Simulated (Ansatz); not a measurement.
## Electronic structure of BH3···HF in real space

```xyz
6

B     0.0176   -0.3875   -0.2976
F     0.0137   -0.0179    1.6982
H     1.0495    0.1865   -0.5327
H    -1.0353    0.1484   -0.5293
H     0.0399   -1.5879   -0.1388
H     0.0260   -0.8675    2.0644
```

Level of theory: RKS PBE0-D4/def2-SVPD in Ansatz.

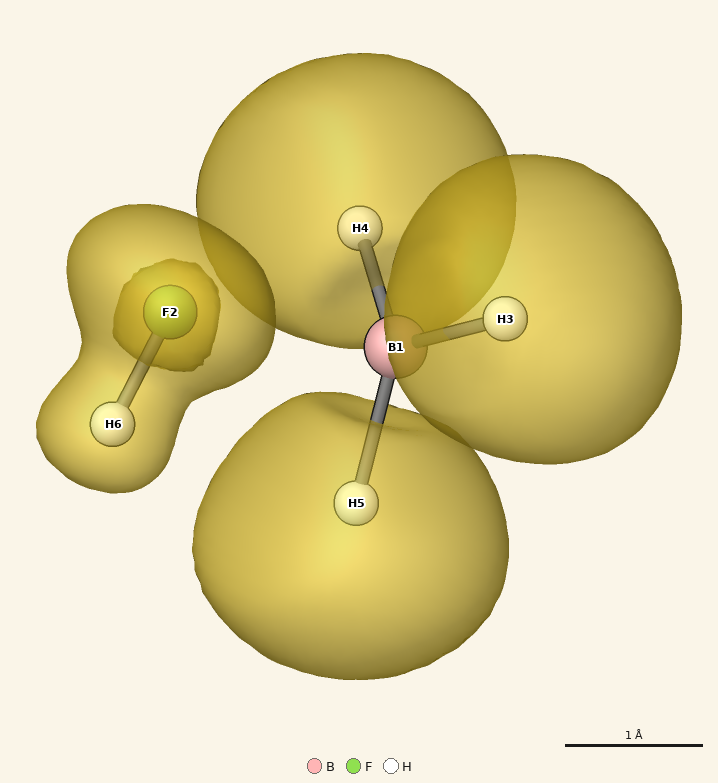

Figure 1. Isosurface of the ELF at 0.75 (yellow), seen at a tilt. Core shells and regions of very low density are left out.

Question: Describe the localisation domains.

Answer: The surface consists of three regions around hydrogen nuclei and one joined region spread over several atoms (F, H), in which their bonds and any lone pairs are merged. Along the contacts the grid gives the following. B1···F2 (2.03 Å): the ELF peaks at about 0.90 in the valence shell of F, 0.5 Å from its nucleus, and is about 0.30 at the midpoint. F–H (0.93 Å): the ELF climbs to about 1 towards the hydrogen, as it does in any bond to H; an ordinary covalent bond to hydrogen.

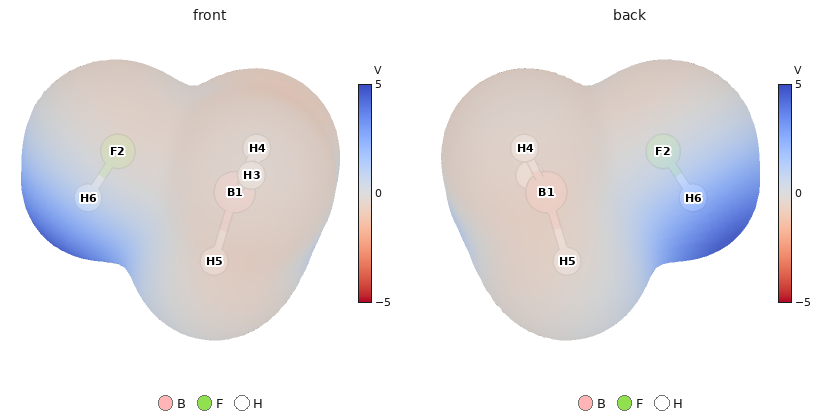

Figure 2. The molecular electrostatic potential painted on the density surface at 0.002 e/bohr³, seen from the front and from behind; red is negative and blue positive.

Question: Describe the electrostatic potential map.

Answer: The most negative region (about −0.7 V) lies over H3, the most positive (about +4.4 V) over H6.

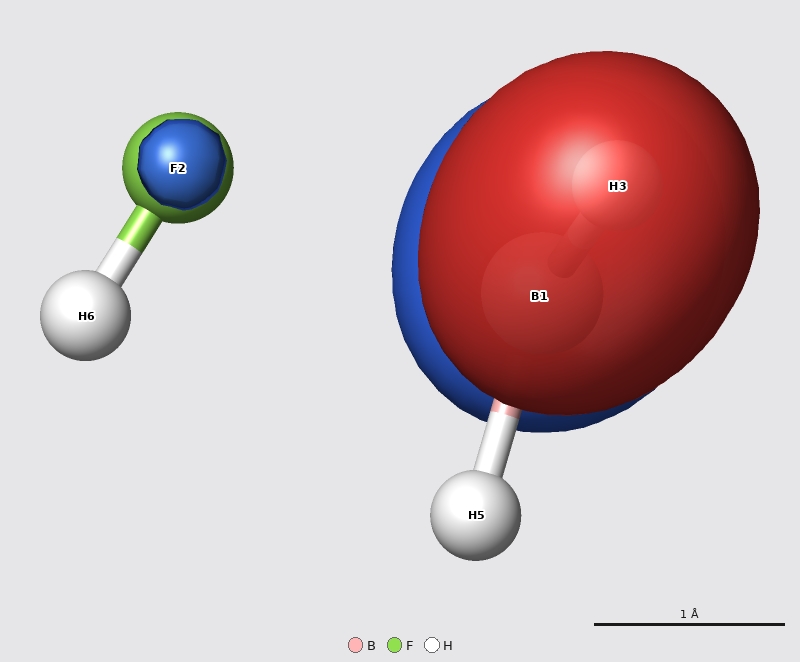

Figure 3. The HOMO at ±0.2 Å⁻³ᐟ² (blue and red are the two phases), seen across its widest extent.

Question: What is the character of this orbital?

Answer: It lies mainly on B1 (about 45 %), H3 (about 25 %) and H4 (about 25 %). Its energy is −9.22 eV.

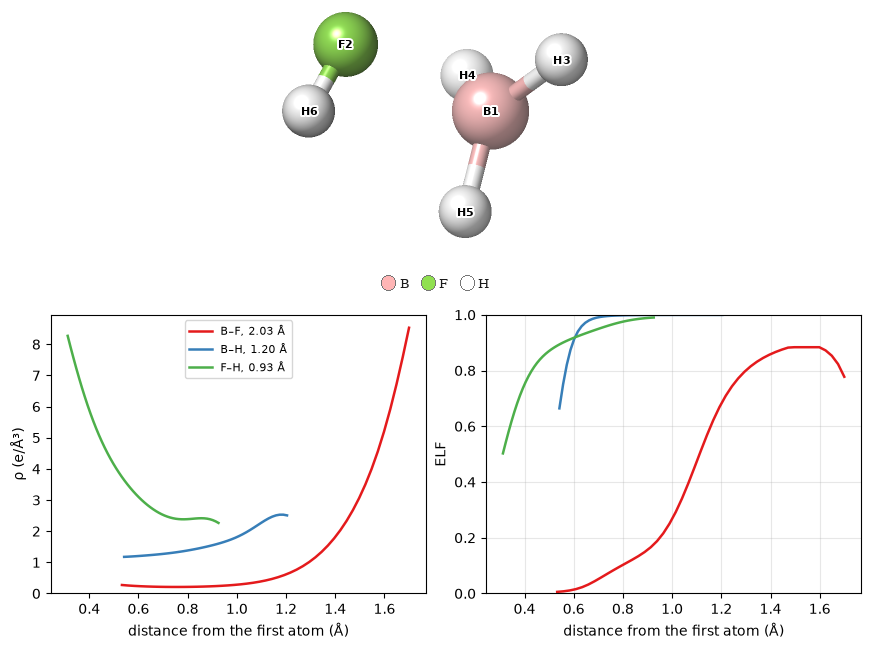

Figure 4. Total electron density and ELF along straight lines between neighbouring atoms. The curves leave out the atomic cores. The structure is drawn too.

Question: Compare the contacts.

Answer: B1···F2 (2.03 Å): the density falls to about 0.21 e/Å³ on the way; the ELF peaks at about 0.90 in the valence shell of F, 0.5 Å from its nucleus, and is about 0.30 at the midpoint.
B–H (1.20 Å): ρ is about 1.2 e/Å³ halfway; the ELF climbs to about 1 towards the hydrogen; a covalent bond by its length.
F–H (0.93 Å): ρ at the midpoint is about 4.7 e/Å³; the ELF climbs to about 1 towards the hydrogen: a covalent bond by its length.
